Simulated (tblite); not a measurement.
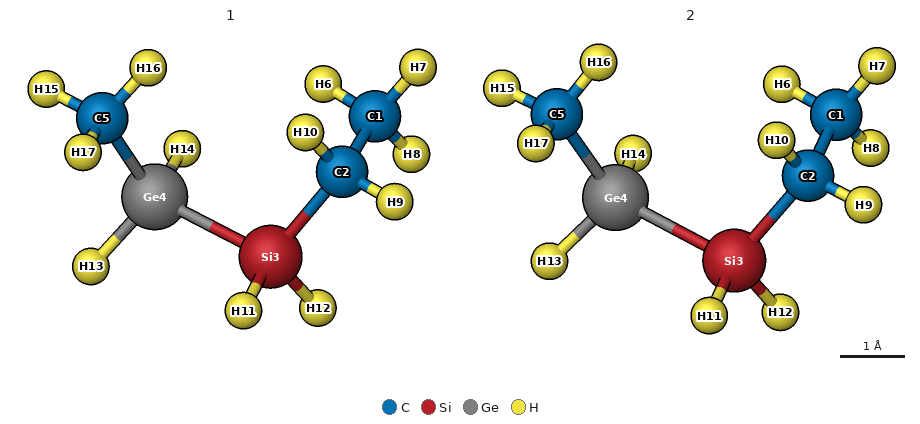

Two geometries of C₃H₁₂GeSi, drawn at one scale. One is the start of a relaxation, the other its converged end. The picture is a ball-and-stick view, seen face on.

Level of theory: GFN2-xTB geometry optimisation, gas phase (tblite). 

> Which one is relaxed?

Structure 2 is the relaxed one. The energy falls by 4.52 kcal/mol in 77 geometry steps. The largest move after the best rigid fit is that of H10, 0.24 Å. Largest moves by element: H 0.24 Å, C 0.12 Å, Si 0.09 Å, Ge 0.03 Å. Among the contacts that change: Si3–Ge4 2.297 → 2.348 Å, Ge4–C5 1.935 → 1.976 Å, Ge4–H13 1.551 → 1.512 Å, C1–H7 1.119 → 1.089 Å. Bond angles that change, for instance: H13–Ge4–H14 108.7° → 101.4°, Si3–Ge4–C5 109.6° → 114.9°, Si3–Ge4–H14 109.6° → 114.3°.
